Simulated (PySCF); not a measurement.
```xyz
19

Si   -0.7674    0.0277   -0.5321
O    -0.6891    0.1303    1.1137
C    -1.7984    0.1276    1.9773
C    -1.3186    0.1225    3.4096
H    -2.4317    1.0177    1.7942
H    -2.4352   -0.7592    1.7896
H    -2.1703    0.1219    4.1063
H    -0.7042   -0.7688    3.6039
H    -0.7017    1.0107    3.6096
O     0.8071   -0.0243   -1.0237
C     1.2419   -0.1185   -2.3572
C     2.7519   -0.1486   -2.3892
H     0.8347   -1.0318   -2.8341
H     0.8693    0.7415   -2.9478
H     3.1188   -0.2238   -3.4239
H     3.1612    0.7665   -1.9364
H     3.1293   -1.0092   -1.8182
H    -1.4614    1.2225   -1.1096
H    -1.4989   -1.2114   -0.9473
```

Geometry: PBE0-D3(BJ)/def2-SVP.

Method: PBE0/pcSseg-1, SCF density, gas phase, non-relativistic in PySCF 2.14.0.

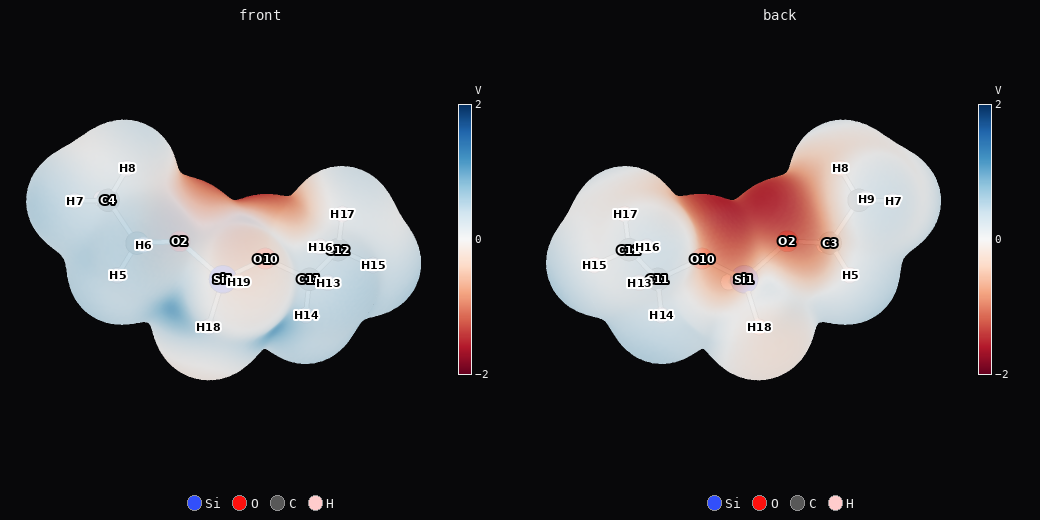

C₄H₁₂O₂Si (Si(OEt)2H2). The molecular electrostatic potential painted on the density surface at 0.001 e/bohr³, seen from the front and from behind; the colour scale runs from red (negative) to blue (positive).

**Which sites attract a positive test charge, and which a negative one?**

A positive charge is drawn to the negative regions and a negative charge to the positive ones. The most negative region (about −1.5 V) lies over O2 and O10, the most positive (about +0.9 V) over Si1.
